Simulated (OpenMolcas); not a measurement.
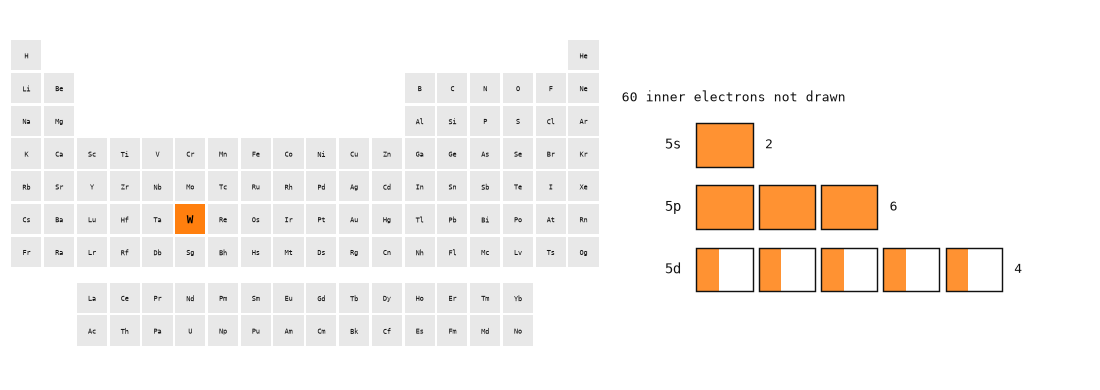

Left, the place of tungsten in the periodic table; right, the outer shells of the leading configuration of the lowest level: a box for each of the 2l + 1 orbitals, shaded by the share of the shell that is filled, with the electron count at the right.

# W²⁺: multiconfigurational calculation (part 1 of 2)

- system: W²⁺.
- method: state-averaged CASSCF, active space 4 electrons in the shells 5d 6s, basis ANO-RCC-VTZP, DKH2 scalar Hamiltonian, spin-orbit coupling by RASSI with atomic mean-field integrals (OpenMolcas)

### Results in brief

- outcome: converged
- lowest level: 5d⁴ ⁵D₀
- first excited level: 5d⁴ ⁵D₁, 2,107 cm⁻¹ (measured: 2,256)
- energy of the lowest spin-free term: −16126.58715 hartree
- energy of the lowest spin-orbit level: −16126.62060 hartree
- largest spread among components of a term: 0.0 cm⁻¹
- hardware: 1 CPU thread, shared host
- wall time: 1.8 min

### Notes

Without dynamic correlation the gaps between configurations can be off by an electronvolt or more. Limits: single d shell misplaces d against s configurations; levels of higher terms that fall inside the range are not drawn; some levels are strong mixtures of terms (leading term under 70 %); spin-free states above about 57,000 cm⁻¹ are left out of the spin-orbit step.

### The input
```
&GATEWAY
Coord
1

W 0.0 0.0 0.0
Basis=ANO-RCC-VTZP
Group=XYZ
NoMove
AngMom=0.0 0.0 0.0
AMFI
&SEWARD
&RASSCF
FileOrb=start.orb
Symmetry=1
Spin=5
nActEl=4 0 0
Inactive=15 19
Ras2=6 0
CIRoot=15 15 1
SDav=15
CIMx=300
Iter=120 100
PrWF=0.3
OrbListing=Nothing
MaxOrb=0
Atom
>>> COPY $Project.JobIph JOB001
&RASSCF
FileOrb=start.orb
Symmetry=1
Spin=3
nActEl=4 0 0
Inactive=15 19
Ras2=6 0
CIRoot=105 105 1
SDav=105
CIMx=300
Iter=120 100
PrWF=0.3
OrbListing=Nothing
MaxOrb=0
Atom
>>> COPY $Project.JobIph JOB002
&RASSCF
FileOrb=start.orb
Symmetry=1
Spin=1
nActEl=4 0 0
Inactive=15 19
Ras2=6 0
CIRoot=104 104 1
SDav=105
CIMx=300
Iter=120 100
PrWF=0.3
OrbListing=Nothing
MaxOrb=0
Atom
>>> COPY $Project.JobIph JOB003
&RASSI
NrOfJobIphs=3 15 97 84
1 2 3 4 5 6 7 8 9 10 11 12 13 14 15
1 2 3 4 5 6 7 8 9 10 11 12 13 14 15 16 17 18 19 20 21 22 23 24 25 26 27
28 29 30 31 32 33 34 35 36 37 38 39 40 41 42 43 44 45 46 47 48 49 50 51
52 53 54 55 56 57 58 59 60 61 62 63 64 65 66 67 68 69 70 71 72 73 74 75
76 77 78 79 80 81 82 83 84 85 86 87 88 89 90 91 92 93 94 95 96 97
1 2 3 4 5 6 7 8 9 10 11 12 13 14 15 16 17 18 19 20 21 22 23 24 25 26 27
28 29 30 31 32 33 34 35 36 37 38 39 40 41 42 43 44 45 46 47 48 49 50 51
52 53 54 55 56 57 58 59 60 61 62 63 64 65 66 67 68 69 70 71 72 73 74 75
76 77 78 79 80 81 82 83 84
IphNames
JOB001
JOB002
JOB003
EJob
SpinOrbit
DIPRint=1.0
SOCoupling=1000.0
Subsets=2
Property=9
'ANGMOM' 1 'ANGMOM' 2 'ANGMOM' 3 'MLTPL  1' 1 'MLTPL  1' 2 'MLTPL  1' 3
'AMFI' 1 'AMFI' 2 'AMFI' 3
SOProperty=3
'ANGMOM' 1 'ANGMOM' 2 'ANGMOM' 3
```

The file start.orb holds starting orbitals from an earlier step. A driver script formed the levels outside the program, from RASSI's spin-orbit matrix and the active-space energies, averaged over the components of each term or state.

### Log (extracts)
```
--- SEWARD ---
Basis set label: W.ANO-RCC...8S7P5D3F2G1H.

      Electronic valence basis set:
      ------------------
      Associated Effective Charge  74.000000 au
      Associated Actual Charge     74.000000 au
      Nuclear Model: Point charge

      Shell  nPrim  nBasis  Cartesian Spherical Contaminant
         s      24       8        X
         p      21       7        X
         d      15       5                 X
         f      11       3                 X
         g       4       2                 X
         h       2       1                 X
                  Relativistic Douglas-Kroll-Hess integrals:
                    - DKH order of Hamiltonian: 2
                    - DKH order of Properties : 0
                  Atomic mean-field integrals
--- RASSCF ---
Wave function specifications:
      -----------------------------

      Number of closed shell electrons          68
      Number of electrons in active shells       4
      Max number of holes in RAS1 space          0
      Max nr of electrons in RAS3 space          0
      Number of inactive orbitals               34
      Number of active orbitals                  6
      Number of secondary orbitals              64
      Spin quantum number                      2.0
      State symmetry                             1
Orbital specifications:
      -----------------------

      Symmetry species                           1   2
                                                ag  au
      Frozen orbitals                            0   0
      Inactive orbitals                         15  19
      Active orbitals                            6   0
      RAS1 orbitals                              0   0
      RAS2 orbitals                              6   0
      RAS3 orbitals                              0   0
      Secondary orbitals                        30  34
      Deleted orbitals                           0   0
      Number of basis functions                 51  53
      Number of CSFs                            15
      Number of root(s) required                15
      Iter CI   SX   CI       RASSCF       Energy    max ROT     max BLB   max BLB  Level Ln srch  Step   QN
          iter iter root      energy       change     param      element    value   shift minimum  type update
 Nr of preliminary CI iterations:   1
      Total energies have been shifted. Add               -16000.00 au
        1   1    3    0  -126.54465051    0.00E+00   1.25E-07   12  37 2 -7.42E-07   0.08   0.00    SX    NO
        2   1    2    0  -126.54465051   -4.55E-11   4.84E-08    9  26 2  1.08E-07   0.08   0.00    SX    NO
        3   1    1    0  -126.54465051    1.09E-11   0.00E+00   17  23 2  2.66E-08   0.08   0.00    SX    NO
        4   1    1    0  -126.54465051   -3.64E-12   0.00E+00   17  23 2  2.66E-08   0.08   0.00    SX    NO
      Convergence after  4 iterations
        5   1    1    0  -126.54465051    1.82E-11   0.00E+00   17  23 2  2.66E-08   0.08   0.00    SX    NO
      Natural orbitals and occupation numbers for root  1
      sym 1:   1.000000   1.000000   1.000000   1.000000   0.000000   0.000000
      Natural orbitals and occupation numbers for root  2
      sym 1:   0.000000   1.000000   1.000000   1.000000   1.000000   0.000000
      Natural orbitals and occupation numbers for root  3
      sym 1:   1.000000   1.000000   1.000000   0.000000   1.000000   0.000000
::    RASSCF root number  1 Total energy: -16126.58714648
::    RASSCF root number  2 Total energy: -16126.58714648
::    RASSCF root number  3 Total energy: -16126.58714648
::    RASSCF root number  4 Total energy: -16126.58714648
::    RASSCF root number  5 Total energy: -16126.58714648
::    RASSCF root number  6 Total energy: -16126.53851161
::    RASSCF root number  7 Total energy: -16126.53851161
::    RASSCF root number  8 Total energy: -16126.53851161
::    RASSCF root number  9 Total energy: -16126.53851161
::    RASSCF root number 10 Total energy: -16126.53851161
::    RASSCF root number 11 Total energy: -16126.53851161
::    RASSCF root number 12 Total energy: -16126.53851161
::    RASSCF root number 13 Total energy: -16126.48814799
::    RASSCF root number 14 Total energy: -16126.48814799
::    RASSCF root number 15 Total energy: -16126.48814799
--- RASSCF ---
Wave function specifications:
      -----------------------------

      Number of closed shell electrons          68
      Number of electrons in active shells       4
      Max number of holes in RAS1 space          0
      Max nr of electrons in RAS3 space          0
      Number of inactive orbitals               34
      Number of active orbitals                  6
      Number of secondary orbitals              64
      Spin quantum number                      1.0
      State symmetry                             1
Orbital specifications:
      -----------------------

      Symmetry species                           1   2
                                                ag  au
      Frozen orbitals                            0   0
      Inactive orbitals                         15  19
      Active orbitals                            6   0
      RAS1 orbitals                              0   0
      RAS2 orbitals                              6   0
      RAS3 orbitals                              0   0
      Secondary orbitals                        30  34
      Deleted orbitals                           0   0
      Number of basis functions                 51  53
      Number of CSFs                           105
      Number of root(s) required               105
      Iter CI   SX   CI       RASSCF       Energy    max ROT     max BLB   max BLB  Level Ln srch  Step   QN
          iter iter root      energy       change     param      element    value   shift minimum  type update
 Nr of preliminary CI iterations:   1
      Total energies have been shifted. Add               -16000.00 au
        1   1    7    0  -126.44462711    0.00E+00  -1.00E-02   15  21 1 -1.76E-02*  0.07   0.00    SX    NO
        2   1    8    0  -126.44507303   -4.46E-04*  1.97E-03   17  23 2 -4.77E-03*  0.06   0.00    SX    NO
        3   1    8    0  -126.44508566   -1.26E-05*  9.76E-04   12  30 2 -4.37E-03*  0.07   0.00    SX    NO
        4   1    8    0  -126.44508542    2.44E-07*  6.80E-04   12  30 2  4.72E-03*  0.06   0.00    SX    NO
        5   1    8    0  -126.44508433    1.08E-06*  4.45E-04   12  30 2 -4.97E-03*  0.07   0.49    SX   YES
        6   1    8    0  -126.44509605   -1.17E-05*  1.22E-04   12  30 2  2.12E-03*  0.06   0.70    QN   YES
        7   1    5    0  -126.44509862   -2.58E-06*  2.29E-06   17  23 2 -3.91E-06   0.06   1.00    QN   YES
        8   1    4    0  -126.44509862   -3.82E-11  -4.72E-07   12  37 2 -8.17E-07   0.06   0.87    QN   YES
      Convergence after  8 iterations
        9   1    4    0  -126.44509862    5.46E-12  -4.72E-07   17  20 2  4.85E-08   0.06   0.87    QN   YES
      Natural orbitals and occupation numbers for root  1
      sym 1:   0.697471   0.779435   0.697471   0.779435   0.896677   0.149510
      Natural orbitals and occupation numbers for root  2
      sym 1:   0.697471   0.697471   0.779435   0.779435   0.896677   0.149510
      Natural orbitals and occupation numbers for root  3
      sym 1:   0.896677   0.779435   0.779435   0.697471   0.697471   0.149510
::    RASSCF root number  1 Total energy: -16126.54159135
::    RASSCF root number  2 Total energy: -16126.54159135
::    RASSCF root number  3 Total energy: -16126.54159135
::    RASSCF root number  4 Total energy: -16126.52887852
::    RASSCF root number  5 Total energy: -16126.52887852
::    RASSCF root number  6 Total energy: -16126.52887852
::    RASSCF root number  7 Total energy: -16126.52887852
::    RASSCF root number  8 Total energy: -16126.52887852
::    RASSCF root number  9 Total energy: -16126.52887852
::    RASSCF root number 10 Total energy: -16126.52887852
::    RASSCF root number 11 Total energy: -16126.52406219
::    RASSCF root number 12 Total energy: -16126.52406219
::    RASSCF root number 13 Total energy: -16126.52406219
::    RASSCF root number 14 Total energy: -16126.52406219
::    RASSCF root number 15 Total energy: -16126.52406219
::    RASSCF root number 16 Total energy: -16126.52406219
::    RASSCF root number 17 Total energy: -16126.52406219
::    RASSCF root number 18 Total energy: -16126.52406219
::    RASSCF root number 19 Total energy: -16126.52406219
::    RASSCF root number 20 Total energy: -16126.52406219
::    RASSCF root number 21 Total energy: -16126.52406219
::    RASSCF root number 22 Total energy: -16126.51437534
::    RASSCF root number 23 Total energy: -16126.51437534
::    RASSCF root number 24 Total energy: -16126.51437534
::    RASSCF root number 25 Total energy: -16126.51437534
::    RASSCF root number 26 Total energy: -16126.51437534
::    RASSCF root number 27 Total energy: -16126.51437534
::    RASSCF root number 28 Total energy: -16126.51437534
::    RASSCF root number 29 Total energy: -16126.51437534
::    RASSCF root number 30 Total energy: -16126.51437534
--- RASSCF ---
Wave function specifications:
      -----------------------------

      Number of closed shell electrons          68
      Number of electrons in active shells       4
      Max number of holes in RAS1 space          0
      Max nr of electrons in RAS3 space          0
      Number of inactive orbitals               34
      Number of active orbitals                  6
      Number of secondary orbitals              64
      Spin quantum number                      0.0
      State symmetry                             1
Orbital specifications:
      -----------------------

      Symmetry species                           1   2
                                                ag  au
      Frozen orbitals                            0   0
      Inactive orbitals                         15  19
      Active orbitals                            6   0
      RAS1 orbitals                              0   0
      RAS2 orbitals                              6   0
      RAS3 orbitals                              0   0
      Secondary orbitals                        30  34
      Deleted orbitals                           0   0
      Number of basis functions                 51  53
      Number of CSFs                           105
      Number of root(s) required               104
      Iter CI   SX   CI       RASSCF       Energy    max ROT     max BLB   max BLB  Level Ln srch  Step   QN
          iter iter root      energy       change     param      element    value   shift minimum  type update
 Nr of preliminary CI iterations:   1
      Total energies have been shifted. Add               -16000.00 au
        1   1    9    0  -126.39792200    0.00E+00   5.34E-03   15  21 1 -8.48E-03*  0.06   0.00    SX    NO
        2   1    8    0  -126.39803758   -1.16E-04*  1.15E-03   17  23 2 -2.73E-03*  0.06   0.00    SX    NO
        3   1    8    0  -126.39804103   -3.46E-06*  6.01E-04   12  30 2 -2.78E-03*  0.06   0.00    SX    NO
        4   1    8    0  -126.39804080    2.31E-07*  4.42E-04   12  30 2  3.02E-03*  0.06   0.00    SX    NO
        5   1    8    0  -126.39804030    4.97E-07*  2.94E-04   12  30 2 -3.19E-03*  0.06   0.49    SX   YES
        6   1    8    0  -126.39804510   -4.79E-06*  8.23E-05   12  30 2  1.37E-03*  0.06   0.70    QN   YES
        7   1    4    0  -126.39804618   -1.08E-06* -1.44E-06   12  37 2  1.55E-06   0.06   1.00    QN   YES
        8   1    3    0  -126.39804618    0.00E+00   2.18E-07   12  30 2  6.47E-07   0.06   0.37    QN   YES
      Convergence after  8 iterations
        9   1    3    0  -126.39804618   -7.28E-12   2.18E-07   17  23 2 -1.54E-07   0.06   0.37    QN   YES
      Natural orbitals and occupation numbers for root  1
      sym 1:   0.719202   0.641945   0.416518   0.729980   1.241640   0.250716
      Natural orbitals and occupation numbers for root  2
      sym 1:   0.722065   0.641969   1.241684   0.727073   0.416461   0.250748
      Natural orbitals and occupation numbers for root  3
      sym 1:   0.679468   1.237348   0.774005   0.421889   0.639613   0.247677
::    RASSCF root number  1 Total energy: -16126.50126489
::    RASSCF root number  2 Total energy: -16126.50126489
::    RASSCF root number  3 Total energy: -16126.50126489
::    RASSCF root number  4 Total energy: -16126.50126489
::    RASSCF root number  5 Total energy: -16126.50126489
::    RASSCF root number  6 Total energy: -16126.48851470
::    RASSCF root number  7 Total energy: -16126.48851470
::    RASSCF root number  8 Total energy: -16126.48851470
::    RASSCF root number  9 Total energy: -16126.48851470
::    RASSCF root number 10 Total energy: -16126.48851470
::    RASSCF root number 11 Total energy: -16126.48851470
::    RASSCF root number 12 Total energy: -16126.48851470
::    RASSCF root number 13 Total energy: -16126.48851470
::    RASSCF root number 14 Total energy: -16126.48851470
::    RASSCF root number 15 Total energy: -16126.48851470
::    RASSCF root number 16 Total energy: -16126.48851470
::    RASSCF root number 17 Total energy: -16126.48851470
::    RASSCF root number 18 Total energy: -16126.48851470
::    RASSCF root number 19 Total energy: -16126.48713780
::    RASSCF root number 20 Total energy: -16126.48713780
::    RASSCF root number 21 Total energy: -16126.48713780
::    RASSCF root number 22 Total energy: -16126.48713780
::    RASSCF root number 23 Total energy: -16126.48713780
::    RASSCF root number 24 Total energy: -16126.48713780
::    RASSCF root number 25 Total energy: -16126.48713780
::    RASSCF root number 26 Total energy: -16126.48713780
::    RASSCF root number 27 Total energy: -16126.48713780
::    RASSCF root number 28 Total energy: -16126.46740321
::    RASSCF root number 29 Total energy: -16126.46238372
::    RASSCF root number 30 Total energy: -16126.46238372
```

(Continued in part 2.)
